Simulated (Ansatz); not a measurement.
**Ti2CO2 (MXene monolayer): converging the G0W0 gap**

How do accuracy and time trade against each other in G0W0 on Ti2CO2 (MXene monolayer)?

Method: G0W0 on PBE, plane waves, PAW; PAW set soft_1, in Ansatz 0.2.0.

## Step 1: The starting structure

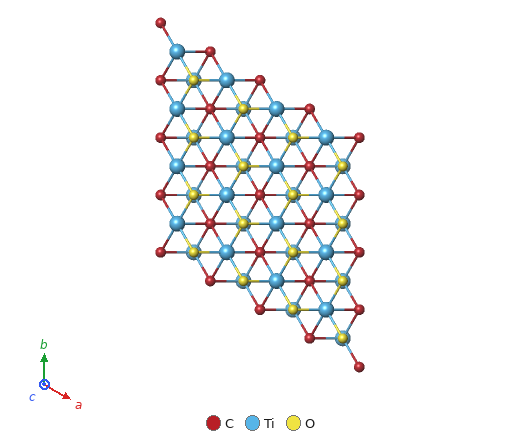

The cell as given, from above (carbon red, titanium blue, oxygen yellow). 4×4×1 cells are drawn. Some periodic images of atoms are drawn too.

The cell holds 5 atoms: 1 C, 2 Ti and 2 O. Its edges and angles: a = 3.010 Å, b = 3.010 Å, c = 32.100 Å, α = 90.0°, β = 90.0°, γ = 120.0°. It derives from C1O2Ti2. Vacuum lies along c.

The structure was relaxed with PBE-D3(BJ). The runs that relaxed it are not among those shown. The Coulomb interaction is cut off across the vacuum.

## Step 2: 133 empty bands, screening to 38 eV

G0W0 replaces the xc potential by the self-energy, built once from these orbitals. Only a window of levels is corrected, while the sums run over the empty bands that the input names. This step takes PAW set soft_1 files.

Contents of input.yaml:

```yaml
crystal:
  lattice:
    - [3.0102786334, 0.0, 0.0]
    - [-1.5051393167, 2.606977769, 0.0]
    - [0.0, 0.0, 32.1]
  atoms:
    - { symbol: C, position: [0.0, 0.0, 0.5] }
    - { symbol: Ti, position: [0.3333333333, 0.6666666667, 0.5405404827] }
    - { symbol: Ti, position: [0.6666666667, 0.3333333333, 0.4594595173] }
    - { symbol: O, position: [0.6666666667, 0.3333333333, 0.5690138949] }
    - { symbol: O, position: [0.3333333333, 0.6666666667, 0.4309861051] }
  periodic: [true, true, false]
kpoints:
  mp_grid: { grid: [9, 9, 1] }
hamiltonian:
  xc: pbe
  pseudopotentials: { kind: paw, azcp: { folder: soft_1 } }
scf:
  occupations: { method: fixed }
gw:
  n_empty_bands: 133
  ecut_chi: 38
  qp_bands: [v2, c2]
  qp_kpoints: band_edges
  screening: { model: contour_deformation }
```

Started as:

```sh
$ ansatz run input.yaml --threads 3 --pin off --max-ram 92160MiB --backend cuda --events-out ev --progress --plain --runs-dir out --devices 1 --max-vram 13GiB
```

Numbers of over 12 decimals in the logs are rounded to 6 here.

What it wrote:

```text
GPUs: using 1 of 1 available (devices: 1).
Engine: ansatz 0.2.0, x86_64-unknown-linux-gnu
Pseudopotentials: kind: paw
Pseudopotential: C, paw, valence charge 4, recommended cutoff 420 eV (normal), soft_1/C.paw.azcp
Pseudopotential: Ti, paw, valence charge 12, recommended cutoff 420 eV (normal), soft_1/Ti.paw.azcp
Pseudopotential: O, paw, valence charge 6, recommended cutoff 420 eV (normal), soft_1/O.paw.azcp
Functional definition: PBE
  parameter kappa = 0.804
  parameter beta = 0.066725
  exchange = pbe_x(kappa = kappa, mu = beta*pi^2/3)
  correlation = pbe_c(beta = beta)
device memory: the entry about to start is reckoned to put 1.6 GiB on a device that reports 28.5 GiB free (of which the cap on the GPU budget leaves the run 13.0 GiB)
GPU FFT provider: cuFFT
GPU libraries: cuBLAS 13.8.2, cuFFT 12.4.0, cuSOLVER 12.3.4
Crystal: 5 atoms, lattice volume = 251.912 Å³
Basis set: ecut = 420 eV, 4763 PW (Γ)
Bands: 25, of which v1, the nominal top of the filled ones, is band 20 counted from 1 (19 counted from 0)
Symmetry: 12 space group operations
Space group: P-3m1 (ITA 164), of the structure as read, at distance tolerance 6.3e-5 Å
k-points: 12 of 81
Non-local potential: C, projectors of the file, l = 0: 2, l = 1: 2, l = 2: 1
Non-local potential: Ti, projectors of the file, l = 0: 3, l = 1: 2, l = 2: 3, l = 3: 1
Non-local potential: O, projectors of the file, l = 0: 2, l = 1: 2, l = 2: 1
PAW form: soft (Blöchl's): semilocal exchange-correlation on the pseudo side does not see the compensation charge
PAW one-centre angular grid: C, 110 points (default); XC on 64 Gauss nodes
PAW one-centre angular grid: Ti, 590 points (default); XC on 64 Gauss nodes
PAW one-centre angular grid: O, 110 points (default); XC on 64 Gauss nodes
Initial density: superposition of atomic densities (neutral atoms: chi_scale 0, normalization atom)
Initial wavefunctions: pseudopotential atomic-orbital guess
GPU buffer pool allocated for 124416 grid points (all kernels)
GPU transforms: local potential and band sums: pruned to the plane-wave sphere, on 24×24×216
Functional: x = pbe(κ = 0.804, μ = 0.219515), c = pbe(β = 0.066725)
SCF iter   1: F=—  HF=-6397.639068 eV  |F-HF|=—  |Δ(HF+E_count)|=         —  Δρ=1.02e-1  dr2=3.09e1  ethr=3.10e-3  ⟨swp⟩=6.2  Hψ=1732  notcnv=0  defer=27
preconditioner: auto → Resta (q_TF=auto, 2.008 Å⁻¹)  ε∞=2.0  [insulator: Δε(μ)=2.846 eV  Ē_g=11.228 eV  n_scr=20 (ndim 8)  ℏωp=11.5 eV  f_vac=0.753  ε∞_Penn≈2.0  vacuum switching on, ρ_ref=9.1e-3 e/Å³]
SCF iter   2: F=—  HF=-6394.822646 eV  |F-HF|=—  |Δ(HF+E_count)|=    2.82e0  Δρ=1.15e-1  dr2=3.65e1  ethr=3.10e-3  ⟨swp⟩=6.1  Hψ=1135  notcnv=0  defer=29
SCF iter   3: F=—  HF=-6390.810760 eV  |F-HF|=—  |Δ(HF+E_count)|=    4.01e0  Δρ=2.64e-2  dr2=2.08e0  ethr=3.10e-3  ⟨swp⟩=4.3  Hψ=898  notcnv=0  defer=34
SCF iter   4: F=—  HF=-6390.458334 eV  |F-HF|=—  |Δ(HF+E_count)|=   3.52e-1  Δρ=1.17e-2  dr2=3.17e-1  ethr=3.10e-3  ⟨swp⟩=3.0  Hψ=565  notcnv=0  defer=26
SCF iter   5: F=—  HF=-6390.453335 eV  |F-HF|=—  |Δ(HF+E_count)|=   5.00e-3  Δρ=8.77e-3  dr2=1.93e-1  ethr=7.93e-4  ⟨swp⟩=3.5  Hψ=686  notcnv=0  defer=32
SCF iter   6: F=—  HF=-6390.427175 eV  |F-HF|=—  |Δ(HF+E_count)|=   2.62e-2  Δρ=5.29e-3  dr2=7.22e-2  ethr=4.82e-4  ⟨swp⟩=3.1  Hψ=460  notcnv=0  defer=34
SCF iter   7: F=—  HF=-6390.418755 eV  |F-HF|=—  |Δ(HF+E_count)|=   8.42e-3  Δρ=4.66e-4  dr2=3.47e-4  ethr=1.80e-4  ⟨swp⟩=3.4  Hψ=690  notcnv=0  defer=32
SCF iter   8: F=—  HF=-6390.418453 eV  |F-HF|=—  |Δ(HF+E_count)|=   3.02e-4  Δρ=2.04e-4  dr2=8.55e-5  ethr=8.68e-7  ⟨swp⟩=3.4  Hψ=704  notcnv=0  defer=35
SCF iter   9: F=—  HF=-6390.418445 eV  |F-HF|=—  |Δ(HF+E_count)|=   8.15e-6  Δρ=6.78e-5  dr2=1.20e-5  ethr=2.14e-7  ⟨swp⟩=3.0  Hψ=507  notcnv=0  defer=34
SCF iter  10: F=—  HF=-6390.418443 eV  |F-HF|=—  |Δ(HF+E_count)|=   1.82e-6  Δρ=2.01e-5  dr2=1.60e-6  ethr=3.01e-8  ⟨swp⟩=3.4  Hψ=635  notcnv=0  defer=34
SCF iter  11: F=—  HF=-6390.418443 eV  |F-HF|=—  |Δ(HF+E_count)|=   2.39e-7  Δρ=1.02e-5  dr2=2.53e-7  ethr=4.00e-9  ⟨swp⟩=3.1  Hψ=506  notcnv=0  defer=34
SCF iter  12: F=-6390.418442 eV  HF=-6390.418442 eV  |F-HF|=1.45e-8  |Δ(HF+E_count)|=   4.56e-8  Δρ=2.61e-6  dr2=1.59e-8  ethr=2.50e-10  ⟨swp⟩=14.5  Hψ=1520  notcnv=0
SCF 1 converged in 12 iterations: F = -6390.418442 eV  dr2 = 1.59e-8
  greatest PAW one-centre occupation: 0.999 electrons in one spin orbital (limit 2), on the Ti atom at site 2 (counted from 0), in its partial waves of l = 0
device memory: the entry about to start is reckoned to put 1.7 GiB (of the 1.8 GiB reckoned in all, the device holds 0.1 GiB already) on a device that reports 28.4 GiB free (of which the cap on the GPU budget leaves the run 12.9 GiB)
NSCF: frozen V_eff on 12 k-points, pencils in batches of 32, up to order 100
the band table was solved once the SCF had ended and its energy, with any forces and stress, was formed, with the checks that follow a solve (1995 applications of the Hamiltonian). They found nothing against the state; the energy, forces and stress were not computed again (output.eigenvalues in the input reference)
device memory: the entry about to start is reckoned to put 4.1 GiB on a device that reports 23.5 GiB free (of which the cap on the GPU budget leaves the run 13.0 GiB)
NSCF: frozen V_eff on 12 k-points
G₀W₀ screening: q 1/12
[... further progress lines ...]
device memory: the entry about to start is reckoned to put 0.8 GiB on a device that reports 33.4 GiB free (of which the cap on the GPU budget leaves the run 13.0 GiB)
NSCF: frozen V_eff on 1 k-points
SCF converged after 12 iterations
Free energy (F): -6390.418442 eV
Harris-Foulkes:  -6390.418442 eV  (|F-HF|=1.45e-8)
Internal energy: -6390.418442 eV  (E = F + TS)
E sigma→0 (E₀):  -6390.418442 eV
Fermi energy:    -5.833726 eV
--- Per-component energies (eV) ---
  E_band       = -1036.438929
  E_kinetic    = 982.901219
  E_local      = -115667.134089  (includes V_loc(G=0)·N_el)
  E_nonlocal   = 244.545866
  E_hartree    = 57186.806507
  E_xc         = -424.967646
  E_vxc        = -534.898657  (∫ρ·V_xc dr)
  E_paw        = -2505.616148  (= ΣΔE_a)
  E_vpaw       = -435.466302  (= ΣTr[D̂ρ^β])
  E_aug_tail   = 0.001439  (compensation charges beyond the density's cutoff)
  E_ewald      = 53793.044409
  E_smearing   = -0.000000  (= −TS)
  E_closure    = -0.000000  (closes the sum)
  Σ components = -6390.418442   (vs F -6390.418442, Δ=0.00e0)
--- Band table (eV; the first three rows and the last of 12) ---
  k-point 0: bands = [... 16 lower, -10.3483, -6.9723, -5.8337, -5.8337, -5.1737, -5.1737, -4.3454, -4.3454, ... 1 higher]
  k-point 1: bands = [... 16 lower, -10.0580, -6.9806, -6.7970, -6.5100, -5.0259, -4.5781, -4.3487, -4.2139, ... 1 higher]
  k-point 2: bands = [... 16 lower, -9.7347, -8.4593, -7.1563, -7.0767, -5.2124, -4.4010, -4.0480, -3.5434, ... 1 higher]
  k-point 11: bands = [... 16 lower, -9.9218, -9.0071, -8.7019, -8.7019, -4.6455, -4.2169, -4.2169, -3.3944, ... 1 higher]
--- G₀W₀: contour deformation, 8 samples at zero and on the imaginary axis and 3 off it, 81 q-points, 133 empty bands' worth ---
  eigenvalues of the whole cell's RPA ε∞ on this k-mesh (on a slab, of 1 + 4πα/V) = 1.1653, 7.6875, 7.6875; static W/v taken at q = 0 is 0.341738
  bands read: the sum over 153 bands ends inside a degenerate multiplet in 1 slot, whose members it reads at an even weight; the widest, k=0: bands 153 to 154 (counted from 1) at 1/2 each
  gw.qp_kpoints: band_edges: 10 of 12 stored k-points solved, in 1 pass; an edge of the gap read off the rows below is read off those points alone
    valence top: of the k-points left out ik 9 came nearest to being solved in a further pass, in band 20 (counted from 1, as in the quasiparticle table): it holds the edge there only if its correction is more favourable than any solved in that band by at least 2.097 eV; those differ by 0.455 eV
    conduction bottom: of the k-points left out ik 9 came nearest to being solved in a further pass, in band 21 (counted from 1, as in the quasiparticle table): it holds the edge there only if its correction is more favourable than any solved in that band by at least 0.545 eV; those differ by 0.225 eV
  `?` marks the rows in doubt; gw_qp.tsv's column doubts and the gw_qp event give each row's grounds
    ik  band        ε_KS         Σx   Σc(E_QP)       V_xc       Z   E_QP_lin       E_QP  E_QP is
     0    19     -5.8337   -19.3237     1.4784   -18.4293  0.6642    -5.2746    -5.2498  root
     0    20     -5.8337   -19.3237     1.4784   -18.4293  0.6642    -5.2746    -5.2498  root
     0    21     -5.1737   -13.9949    -5.6054   -21.1786  0.6378    -3.6046    -3.5954  root ?
     0    22     -5.1737   -13.9949    -5.6054   -21.1786  0.6378    -3.6046    -3.5954  root ?
     1    19     -6.7970   -20.4047     2.8081   -17.8713  0.6544    -6.5297    -6.5223  root
     1    20     -6.5100   -18.6879     0.8515   -18.5515  0.6554    -5.8303    -5.7950  root
     1    21     -5.0259   -13.9179    -5.4670   -20.8768  0.6353    -3.5636    -3.5340  root
     1    22     -4.5781   -14.1388    -5.7257   -21.3780  0.6227    -3.0856    -3.0645  root
     2    19     -7.1563   -18.8024     1.4056   -18.0363  0.6490    -6.5485    -6.5168  root
     2    20     -7.0767   -20.9724     2.6750   -18.6860  0.6487    -6.7018    -6.6880  root
     2    21     -5.2124   -14.1682    -4.9182   -20.5053  0.6396    -3.8544    -3.7935  root
     2    22     -4.4010   -13.7744    -6.6567   -22.0504  0.6169    -2.7573    -2.7817  root
     3    19     -7.6566   -20.6384     2.7925   -18.2337  0.6410    -7.2831    -7.2688  root
     3    20     -7.4034   -19.0455     1.8885   -17.7041  0.6490    -6.8813    -6.8563  root
     3    21     -5.3799   -14.2136    -4.5839   -20.1555  0.6429    -4.1062    -4.0218  root
     3    22     -4.1062   -13.8102    -7.0303   -22.4943  0.6102    -2.4098    -2.4523  root
     4    19     -7.7355   -20.6693     3.0832   -17.8804  0.6434    -7.4504    -7.4413  root
     4    20     -7.3721   -19.3925     2.2486   -17.6048  0.6518    -6.9297    -6.9111  root
     4    21     -5.5138   -14.2256    -4.2702   -19.9503  0.6453    -4.2843    -4.0593  root ?
     4    22     -4.2160   -13.5519    -6.7106   -21.8114  0.6116    -2.6578    -2.6671  root
     5    19     -7.3011   -18.6294     1.2569   -18.0301  0.6459    -6.6773    -6.6436  root
     5    20     -6.8732   -21.2276     2.8754   -18.6926  0.6515    -6.5437    -6.5329  root
     5    21     -5.0872   -13.7059    -5.7324   -20.9637  0.6346    -3.5766    -3.5616  root
     5    22     -4.4093   -13.8664    -6.0266   -21.4076  0.6114    -2.9248    -2.8947  root
     6    19     -7.8300   -18.9137     1.8684   -17.6051  0.6391    -7.2971    -7.2702  root
     6    20     -7.4493   -21.1724     2.9024   -18.6437  0.6426    -7.0891    -7.0756  root
     6    21     -5.0916   -13.8723    -5.3685   -20.7098  0.6352    -3.6615    -3.6226  root
[...]
7    22     -4.1406   -13.6868    -6.7216   -21.9800  0.6163    -2.5430    -2.5689  root
     8    19     -7.9155   -19.8403     2.6116   -17.6286  0.6400    -7.5308    -7.5156  root
     8    20     -7.8337   -21.1311     3.2828   -18.1081  0.6423    -7.5810    -7.5739  root
     8    21     -5.1712   -13.9242    -4.9316   -20.2475  0.6377    -3.8495    -3.7794  root
     8    22     -4.2405   -13.5496    -6.7547   -21.8788  0.6239    -2.6210    -2.6661  root
    11    19     -8.7019   -22.5234     3.8791   -18.9080  0.6188    -8.4458    -8.4381  root
    11    20     -8.7019   -22.5234     3.8791   -18.9080  0.6188    -8.4458    -8.4381  root
    11    21     -4.6455   -13.8319    -6.3324   -21.7473  0.6248    -3.0472    -3.0626  root ?
    11    22     -4.2169   -13.2299    -7.0407   -21.8760  0.6127    -2.5805    -2.6115  root
```

Wall time 23 s (1 × NVIDIA H100 80GB HBM3 (shared by 6 runs) with 3 threads of AMD EPYC 7R13 (Zen 3), shared host); peak memory 1.3 GiB.

This step gave:

```
bands summed                                 : 153
plane waves in the screening matrix          : 159
q-points in the mesh                         : 81
G0W0 gap on the mesh                         : 1.191 eV
k of the valence top                         : 0, 0, 0
k of the conduction bottom                   : 0, 0.4444, 0
starting gap on the mesh                     : 0.3199 eV
Z at the valence top                         : 0.6642
Z at the conduction bottom                   : 0.6453
least direct G0W0 gap on the computed points : 1.654 eV
```

The gap on the mesh goes from 0.32 eV to 1.19 eV, a correction of +0.87 eV. The program marks an edge row as in doubt. Between the two edge states, bare exchange in place of the xc potential would open the gap by 6.62 eV, and correlation takes back 5.75 eV.

## Step 3: 335 empty bands, screening to 70 eV

Bands and screening cutoff are moved together, since each hides the error of the other.

input.yaml: that of step 2 with these lines changed.

```diff
@@ -19,5 +19,6 @@
   occupations: { method: fixed }
+  convergence: { dr2_threshold: 1.0e-10 }
 gw:
-  n_empty_bands: 133
-  ecut_chi: 38
+  n_empty_bands: 335
+  ecut_chi: 70.0
   qp_bands: [v2, c2]
```

What it wrote:

```text
GPUs: using 1 of 1 available (devices: 1).
[...]
GPU FFT provider: cuFFT
GPU libraries: cuBLAS 13.8.2, cuFFT 12.4.0, cuSOLVER 12.3.4
Crystal: 5 atoms, lattice volume = 251.912 Å³
Basis set: ecut = 420 eV, 4763 PW (Γ)
Bands: 25, of which v1, the nominal top of the filled ones, is band 20 counted from 1 (19 counted from 0)
[... 1 set-up line as in the run before ...]
[...]
k-points: 12 of 81
[...]
GPU buffer pool allocated for 124416 grid points (all kernels)
[...]
SCF iter   1: F=—  HF=-6397.639068 eV  |F-HF|=—  |Δ(HF+E_count)|=         —  Δρ=1.02e-1  dr2=3.09e1  ethr=3.10e-3  ⟨swp⟩=6.2  Hψ=1732  notcnv=0  defer=27
[...]
SCF iter  14: F=-6390.418442 eV  HF=-6390.418442 eV  |F-HF|=6.37e-12  |Δ(HF+E_count)|=  7.09e-11  Δρ=1.19e-7  dr2=2.62e-11  ethr=1.00e-12  ⟨swp⟩=15.2  Hψ=1570  notcnv=0
SCF 1 converged in 14 iterations: F = -6390.418442 eV  dr2 = 2.62e-11
[...]
NSCF: frozen V_eff on 12 k-points, pencils in batches of 32, up to order 100
[...]
NSCF: frozen V_eff on 12 k-points
G₀W₀ screening: q 1/12
[... further progress lines ...]
[...]
SCF converged after 14 iterations
Free energy (F): -6390.418442 eV
[...]
Internal energy: -6390.418442 eV  (E = F + TS)
E sigma→0 (E₀):  -6390.418442 eV
Fermi energy:    -5.833643 eV
[...]
--- Band table (eV; the first three rows and the last of 12) ---
  k-point 0: bands = [... 16 lower, -10.3483, -6.9723, -5.8336, -5.8336, -5.1737, -5.1737, -4.3454, -4.3454, ... 1 higher]
[...]
1    20     -6.5100   -18.6879     0.5227   -18.5515  0.6480    -6.1361    -6.1236  root
     1    21     -5.0259   -13.9180    -5.7428   -20.8768  0.6278    -3.9409    -3.8098  root ?
     1    22     -4.5780   -14.1389    -6.0273   -21.3781  0.6151    -3.4792    -3.3661  root ?
     2    19     -7.1563   -18.8023     1.0758   -18.0363  0.6421    -6.8555    -6.8464  root
     2    20     -7.0766   -20.9723     2.4686   -18.6860  0.6410    -6.8978    -6.8943  root
     2    21     -5.2124   -14.1683    -5.1619   -20.5053  0.6322    -4.1882    -4.0373  root ?
     2    22     -4.4009   -13.7745    -6.9874   -22.0504  0.6096    -3.1937    -3.1123  root
     3    19     -7.6565   -20.6384     2.5650   -18.2337  0.6337    -7.4990    -7.4963  root
[...]
3    21     -5.3799   -14.2136    -4.7992   -20.1555  0.6356    -4.4073    -4.2371  root ?
[...]
4    21     -5.5138   -14.2256    -4.5432   -19.9503  0.6380    -4.5696    -4.3323  root ?
[...]
5    21     -5.0871   -13.7059    -6.0175   -20.9638  0.6274    -3.9683    -3.8468  root ?
     5    22     -4.4092   -13.8665    -6.3214   -21.4077  0.6067    -3.3053    -3.1894  root ?
[...]
6    21     -5.0915   -13.8723    -5.6342   -20.7098  0.6279    -4.0242    -3.8882  root ?
[...]
7    21     -5.1398   -13.8717    -5.2845   -20.3199  0.6299    -4.1299    -3.9762  root ?
[...]
8    21     -5.1711   -13.9242    -5.1676   -20.2475  0.6304    -4.1747    -4.0154  root ?
[...]
11    19     -8.7018   -22.5233     3.7289   -18.9080  0.6114    -8.5899    -8.5882  root
    11    20     -8.7018   -22.5233     3.7289   -18.9080  0.6114    -8.5899    -8.5882  root
    11    21     -4.6455   -13.8319    -6.6275   -21.7473  0.6172    -3.4464    -3.3577  root
    11    22     -4.2169   -13.2300    -7.3721   -21.8761  0.6049    -3.0218    -2.9429  root
```

It took 43 s on 1 × NVIDIA H100 80GB HBM3 (shared by 6 runs) with 3 threads; peak memory 1.8 GiB; 66 s of CPU time.

This step gave:

| Quantity | Value |
| --- | --- |
| bands summed | 355 |
| plane waves in the screening matrix | 319 |
| q-points in the mesh | 81 |
| G0W0 gap on the mesh | 1.197 eV |
| k of the valence top | 0, 0, 0 |
| k of the conduction bottom | 0, 0.4444, 0 |
| starting gap on the mesh | 0.3199 eV |
| Z at the valence top | 0.6560 |
| Z at the conduction bottom | 0.6380 |
| least direct G0W0 gap on the computed points | 1.622 eV |

Against the run with 9×9×1 mesh, 133 empty bands, screening to 38 eV, PAW set soft_1 files, the gap moves by +0.006 eV.

## Step 4: Side by side

Times are wall times on 1 × NVIDIA H100 80GB HBM3 (shared by 6 runs) with 3 threads of AMD EPYC 7R13 (Zen 3), shared host, good to a factor of about two.

```
 mesh           files            frequency  bands summed  cutoff (eV)  start (eV)  G0W0 (eV)  time  host memory (GiB)
9×9×1  PAW set soft_1  contour deformation           153           38       0.320      1.191  23 s                1.3
9×9×1  PAW set soft_1  contour deformation           355           70       0.320      1.197  43 s                1.8
```

How the two edges are built up, in eV (the quasiparticle level is the starting level plus Σx plus Σc less Vxc):

```
      run               edge  start      Σx     Σc     Vxc     Z     QP
153 bands        valence top  -5.83  -19.32   1.48  -18.43  0.66  -5.25
153 bands  conduction bottom  -5.51  -14.23  -4.27  -19.95  0.65  -4.06
355 bands        valence top  -5.83  -19.32   1.20  -18.43  0.66  -5.53
355 bands  conduction bottom  -5.51  -14.23  -4.54  -19.95  0.64  -4.33
```

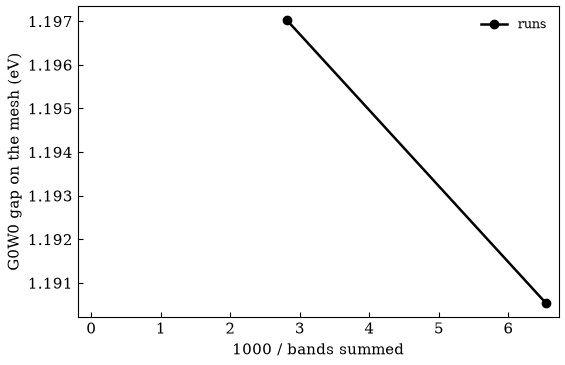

The gap against one over the number of bands.

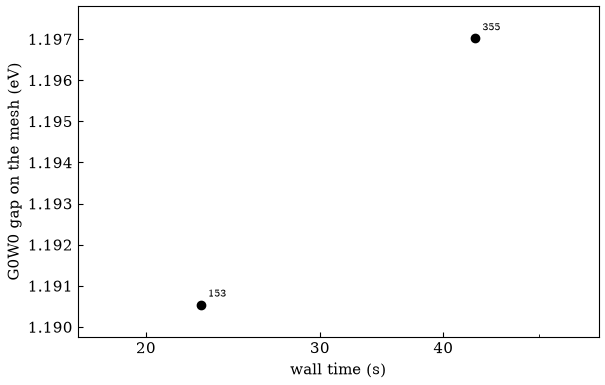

Result against wall time.

## Step 5: What came out

```yaml
153_bands_38_ev: 1.191 eV
355_bands_70_ev: 1.197 eV
mesh_and_start: 9×9×1, PBE
```

**Reading.** From 153 to 355 bands the gap moves by +0.01 eV. Σc changes by −0.28 eV at the valence top and −0.27 eV at the conduction bottom, so the levels themselves move more than the gap between them. The mesh in the plane is coarse for a sheet; gap and any exciton binding can still move on denser ones. The program marks a band-edge row as in doubt, so the gap is less sure than its digits.

[Paths, hosts, dates, memory and timing lines, banners, echoed tables and standing remarks are left out of the program output.]

[Logs are printed without paths, hosts, clocks, repeated set-up lines and the standing remarks that a program may print on its own settings, such as how far it seeks lower states.]

[Runs of the session that timed out or met a known fault of the program may be left out.]

[Cells called generated may have been cut or substituted from an entry of the Crystallography Open Database or the Materials Project.]

[Hosts, paths, dates, database ids (printed as entryN), source tags and the programs' standing remarks are cut or masked in the printed files.]
